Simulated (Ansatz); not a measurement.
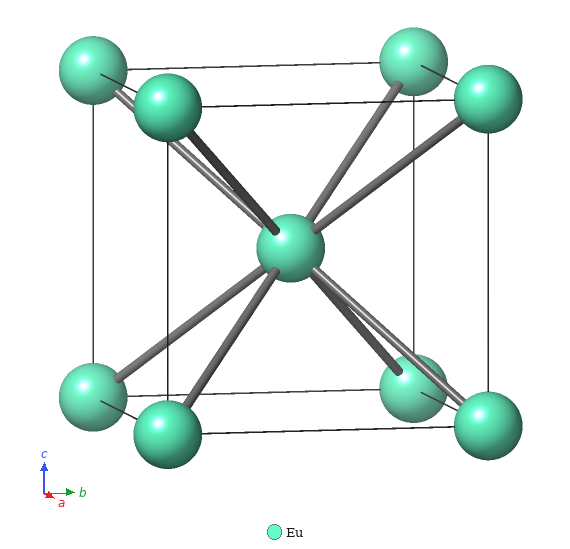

The image is a ball-and-stick drawing of a crystal, viewed slightly off an axis. The conventional unit cell is outlined; an atom on or near a face, edge or corner is repeated at each equivalent position.

Size of the cell: a = 4.56 Å, b = 4.56 Å, c = 4.56 Å, α = 90.00°, β = 90.00°, γ = 90.00°.

Bonds shown: Eu–Eu up to 4.43 Å (cut-off distances).

Determine the atoms per cell.

Answer. 2 (europium), counting shared atoms by their share.

Which of the Bravais lattices applies?

Answer. Body-centred cubic.

What space-group symmetry does the structure have?

Answer. Im-3m (No. 229), with Eu on 2a.

How many neighbours does Eu have, and of what kind?

Answer. Each Eu has eight Eu in a cubic arrangement at about 4.0 Å.

What kind of network do the bonds form?

Answer. The bonds build a three-dimensional framework.

The structure comes from the standard structure of this element. Earlier steps of the study may have refined or changed the cell and positions. It was run through Ansatz as a DFT input.
